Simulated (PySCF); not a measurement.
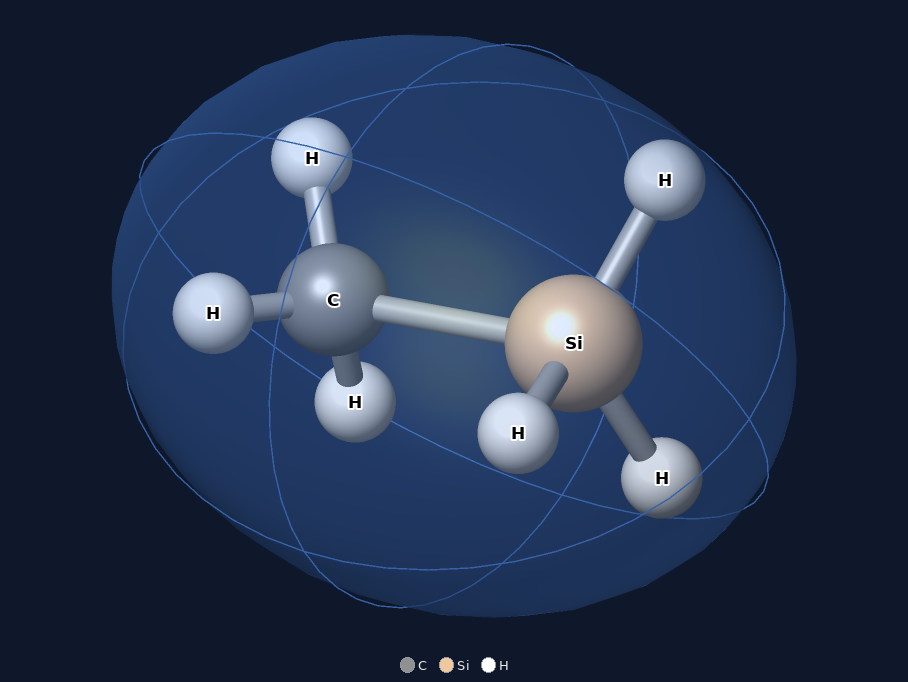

The ellipsoid shows the static dipole polarisability: its half-axes are proportional to the principal values. Geometry: a frame of a GFN2-xTB molecular-dynamics simulation, not a minimum. Computed with PBE0/def2-SVPD (PySCF 2.14.0).

Give the principal values, the mean and the anisotropy.

Answer. Principal values 41.0, 41.3, 54.1 bohr³; mean 45.5 bohr³ (6.74 Å³); anisotropy 13.0 bohr³, so the longest axis is 1.32 times the shortest.
